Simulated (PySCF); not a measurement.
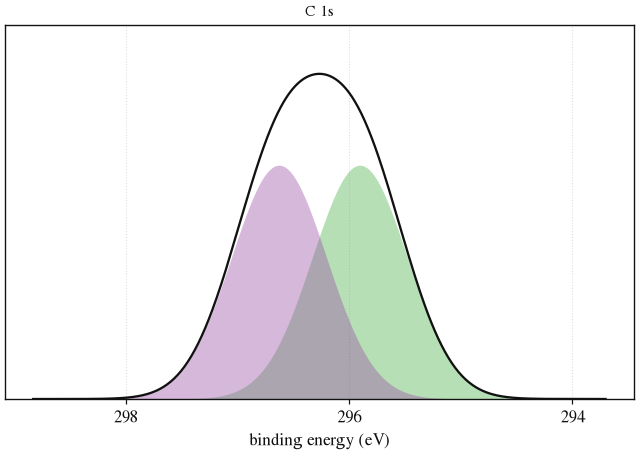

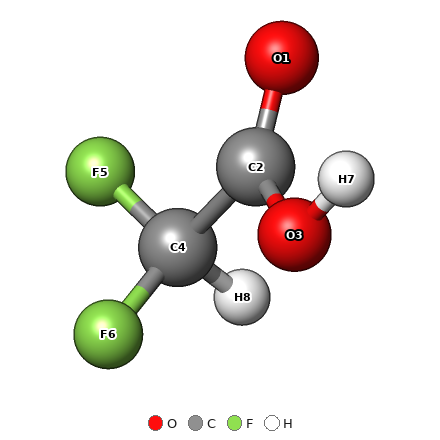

Simulated XPS of C₂H₂F₂O₂, SMILES O=C(O)C(F)F. Vertical core-electron binding energies by ΔSCF (SCAN, pcX-2 on the ionised atom, pcseg-1 elsewhere, spin-free X2C; PySCF 2.14.0, at a PBE0-D3(BJ)/def2-SVP geometry (no frequency check)), gas phase, against the vacuum level. One atom of each kind was ionised; within a panel, areas follow the number of like atoms, Gaussians of 1.0 eV full width. Only the regions named are shown. Lines closer than the width merge in the curve.

### Assign the components.

```csv
level,atoms,binding energy (eV)
C 1s,C4,296.6
C 1s,C2,295.9
```

### How large is the chemical shift across the C 1s region?

0.7 eV, from C2 at 295.9 eV to C4 at 296.6 eV.

Caveats: one conformer of a flexible molecule.
